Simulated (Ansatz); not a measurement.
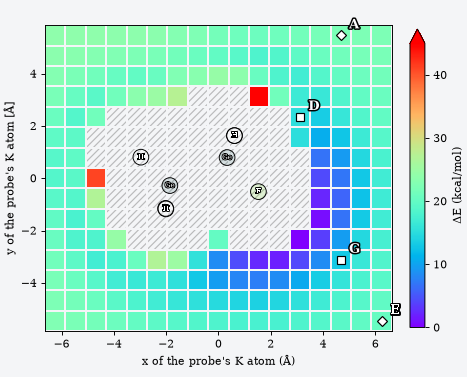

FGe₂H₅ (SMILES [F][GeH2][GeH3]) with the probe K+. The probe is moved over the molecule's main plane. First axis: x of the probe's K atom. Second axis: y of the probe's K atom. Nothing is relaxed (molecule and probe rigid). The grid has 17 × 15 points. At 70 points there is no value (left out of the scan, as a rule where atoms come close). Points are written as (first, second). Energies: kcal/mol, counted from the lowest grid point. Energies and slopes of some neighbouring points disagree (a jump in structure or state, or too coarse a mesh). All numbers below come from RKS PBE-D4/def2-SVP in Ansatz 0.2.0.

Drawn: one coloured cell a grid point, labelled circles for the molecule's atoms, projected on the plane, one colour for all values above the top of the scale, hatched blanks where no value was computed, lettered points.

Question: Rank the lettered points by energy, lowest first.

Answer: G (13.0 kcal/mol), D (15.2 kcal/mol), E (20.3 kcal/mol), A (22.0 kcal/mol).
